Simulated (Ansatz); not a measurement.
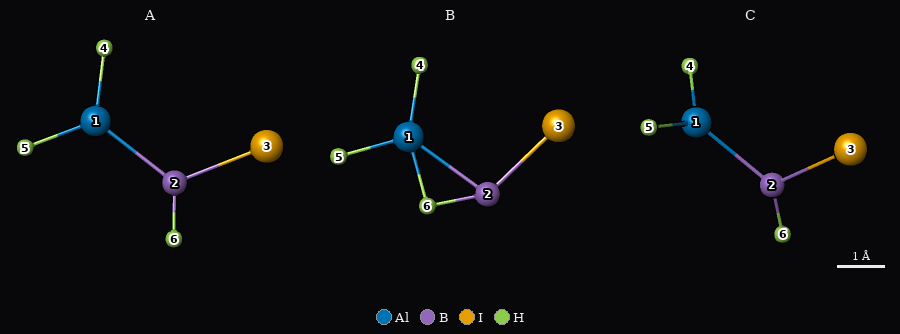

3 geometries from one relaxation of AlBH3I, in shuffled order. The picture is a ball-and-stick view, seen face on.

The run prepares an end point of a later path (hydrogen shift) calculation, from a guessed geometry.

Computed with UKS PBE0-D4/def2-SVP (Ansatz). (collinear spin; force threshold 0.02 eV/Å; at most 50 steps)

> Put them in the order of the run, from the start to the converged end.

B, A, C. They are steps 0, 8, 20, at +3.609 eV, +0.121 eV relative to the last. Over 19 accepted moves (20 points after the start) the energy falls by 3.609 eV. Largest force component: 2.4 eV/Å at the start, 0.013 eV/Å at the end. The line search rejected the trial step at point 16 of the run. The atom that moves furthest after the best rigid fit is H6 (1.58 Å). Largest moves by element: H 1.58 Å, I 1.08 Å, B 0.48 Å, Al 0.41 Å. Among the contacts that change: Al1–H6 1.540 → 3.102 Å, B2–H6 1.312 → 1.205 Å, Al1–H4 1.563 → 1.593 Å, B2–I3 2.115 → 2.141 Å. Bonds break: Al1–H6 (1.54 → 3.10 Å). Among the angles between lasting bonds that change: Al1–B2–H6 47.4° → 136.9°, I3–B2–H6 147.2° → 113.2°, Al1–B2–I3 99.8° → 109.9°. Groups turn about Al1–B2 by about 90°. The run took 25 s on 2 threads of AMD EPYC 9R45 96-Core Processor (Zen 5), with other jobs on the host, peak memory 0.27 GiB.
